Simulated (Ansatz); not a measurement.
# HF/STO-3G run of C3H9BO3 (trimethyl borate)

What is the vertical singlet–triplet gap of C3H9BO3 (trimethyl borate) at HF/STO-3G? 

Program for the calculation: Ansatz 0.2.0.

53 further runs of the same task are left out: 53 set aside as unsound or not needed.

## (1) Starting point

The species is C3H9BO3 (16 atoms), meant as a singlet with charge 0. As SMILES, `COB(OC)OC`. The coordinates come from a PBE0-D4/def2-TZVP relaxation.

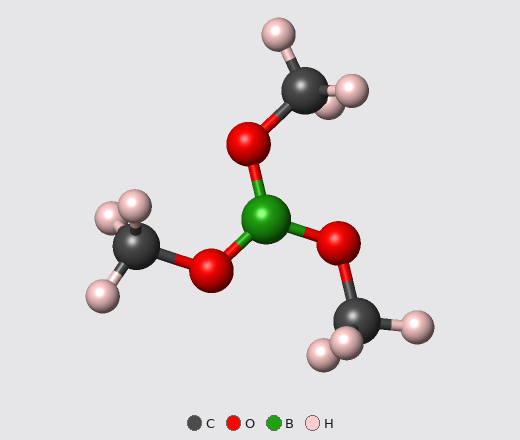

Viewed from a chosen angle; carbon dark grey, oxygen red, boron green, hydrogen pink.

## (2) A single-point energy at HF/STO-3G

Input file run.yaml:

```yaml
basis:
  gaussian: {orbitals: STO-3G}
crystal:
  periodic: [false, false, false]
  atoms:
    - symbol: C
      position_ang: [0.495720, -0.646730, -2.262610]
    - symbol: O
      position_ang: [-0.175840, 0.182850, -1.338690]
    - symbol: B
      position_ang: [0.000140, 0.000100, 0.000000]
    - symbol: O
      position_ang: [0.825800, -0.985800, 0.450290]
    - symbol: C
      position_ang: [1.010960, -1.178550, 1.836440]
    - symbol: O
      position_ang: [-0.650070, 0.802840, 0.888440]
    - symbol: C
      position_ang: [-1.506700, 1.825270, 0.426170]
    - symbol: H
      position_ang: [1.580410, -0.565040, -2.153520]
    - symbol: H
      position_ang: [0.214930, -1.695090, -2.131270]
    - symbol: H
      position_ang: [0.211110, -0.322610, -3.263990]
    - symbol: H
      position_ang: [1.432620, -0.286900, 2.307940]
    - symbol: H
      position_ang: [0.066710, -1.416360, 2.333400]
    - symbol: H
      position_ang: [1.702440, -2.011880, 1.963760]
    - symbol: H
      position_ang: [-0.965900, 2.546210, -0.192620]
    - symbol: H
      position_ang: [-2.330740, 1.415550, -0.163930]
    - symbol: H
      position_ang: [-1.911590, 2.336140, 1.300180]
total_charge: 0
accuracy: high
output: {orbitals: {seedname: orbitals}}
hamiltonian: {xc: hf}
```

On the command line:

```
$ ansatz run run.yaml --threads 1 --pin off --max-ram 3480MiB --events-out events.jsonl --progress --plain --runs-dir runs
```

What it wrote:

```text
Warning: RAYON_NUM_THREADS=1 ignored (pool sized by the plan → 1); use --threads N
Functional definition: HF
  name "HF"
  exchange = exact_x
  correlation = 0
975 factors; integrals over basis functions are off by at most 2.7e-9 eV
mean field evaluation 1: about -9888.3172 eV, gradient 3.2e1 eV
mean field evaluation 2: about -9888.7025 eV, gradient 3.2e1 eV
mean field evaluation 4: about -9892.0422 eV, gradient 1.7e0 eV
mean field evaluation 8: about -9892.0514 eV, gradient 6.2e-5 eV
mean field -9892.05138493 eV, -363.5261833229 hartree, gradient 2.6e-8 eV, S^2 0.000000; 0 other end points of the search recorded, 0 dependent functions left out
reference -9892.05138493 eV, -363.5261833229 hartree; 28, 28 occupied and 16, 16 virtual orbitals, 975 factors
Total energy: -9892.05138493 eV, -363.5261833229 hartree
```

Run time: 0.7 s. Hardware: 1 thread of Arm Neoverse V2, shared host; peak memory 0.1 GiB.

## (3) The triplet at the same level

Input file in.yaml:

```yaml
crystal:
  periodic: [false, false, false]
  atoms:
    - symbol: C
      position_ang: [0.495720, -0.646730, -2.262610]
    - symbol: O
      position_ang: [-0.175840, 0.182850, -1.338690]
    - symbol: B
      position_ang: [0.000140, 0.000100, 0.000000]
    - symbol: O
      position_ang: [0.825800, -0.985800, 0.450290]
    - symbol: C
      position_ang: [1.010960, -1.178550, 1.836440]
    - symbol: O
      position_ang: [-0.650070, 0.802840, 0.888440]
    - symbol: C
      position_ang: [-1.506700, 1.825270, 0.426170]
    - symbol: H
      position_ang: [1.580410, -0.565040, -2.153520]
    - symbol: H
      position_ang: [0.214930, -1.695090, -2.131270]
    - symbol: H
      position_ang: [0.211110, -0.322610, -3.263990]
    - symbol: H
      position_ang: [1.432620, -0.286900, 2.307940]
    - symbol: H
      position_ang: [0.066710, -1.416360, 2.333400]
    - symbol: H
      position_ang: [1.702440, -2.011880, 1.963760]
    - symbol: H
      position_ang: [-0.965900, 2.546210, -0.192620]
    - symbol: H
      position_ang: [-2.330740, 1.415550, -0.163930]
    - symbol: H
      position_ang: [-1.911590, 2.336140, 1.300180]
basis:
  gaussian:
    orbitals: STO-3G
magnetization:
  spin_polarized: true
  initial_magnetization: 2
hamiltonian:
  xc: hf
accuracy: high
output: {orbitals: {seedname: orbitals}}
```

On the command line:

```
$ ansatz run in.yaml --threads 1 --pin off --max-ram 3480MiB --events-out events.jsonl --progress --plain --runs-dir runs
```

What it wrote:

```text
Warning: RAYON_NUM_THREADS=1 ignored (pool sized by the plan → 1); use --threads N
Functional definition: HF
  name "HF"
  exchange = exact_x
  correlation = 0
975 factors; integrals over basis functions are off by at most 2.7e-9 eV
mean field evaluation 1: about -9878.4331 eV, gradient 2.2e1 eV
mean field evaluation 2: about -9878.8699 eV, gradient 2.2e1 eV
mean field evaluation 4: about -9882.8765 eV, gradient 2.1e0 eV
mean field evaluation 8: about -9882.9612 eV, gradient 2.9e-1 eV
mean field evaluation 16: about -9883.4146 eV, gradient 2.4e-6 eV
mean field evaluation 32: about -9881.8316 eV, gradient 5.5e0 eV
mean field evaluation 64: about -9882.0448 eV, gradient 1.6e0 eV
mean field evaluation 96: about -9882.1687 eV, gradient 1.1e-1 eV
mean field evaluation 128: about -9881.2072 eV, gradient 7.0e0 eV
mean field -9883.41475536 eV, -363.2087930403 hartree, gradient 2.5e-8 eV, S^2 2.010255; 3 other end points of the search recorded, 0 dependent functions left out
reference -9883.41475536 eV, -363.2087930403 hartree; 29, 27 occupied and 15, 17 virtual orbitals, 975 factors
Total energy: -9883.41475536 eV, -363.2087930403 hartree
```

It took 5.7 s on 1 thread of Arm Neoverse V2, shared host; peak memory 0.12 GiB.

## (4) Outcome

Level: HF/STO-3G.

| quantity | value |
| --- | --- |
| singlet: total energy | -363.52618 Eh |
| singlet: HOMO energy | -9.16 eV |
| singlet: LUMO energy | 10.64 eV |
| singlet: HOMO–LUMO gap | 19.80 eV |
| triplet: total energy | -363.20879 Eh |
| triplet: HOMO energy (highest over α and β) | 0.40 eV |
| triplet: LUMO energy (lowest over α and β) | 3.14 eV |
| triplet: ⟨S²⟩ | 2.010 |
| vertical energy of the triplet above the singlet | 8.637 eV |

In words: At this shape the triplet lies 8.64 eV (833 kJ/mol) above the singlet. In a minimal basis such a difference can be off by several eV, whatever the method.
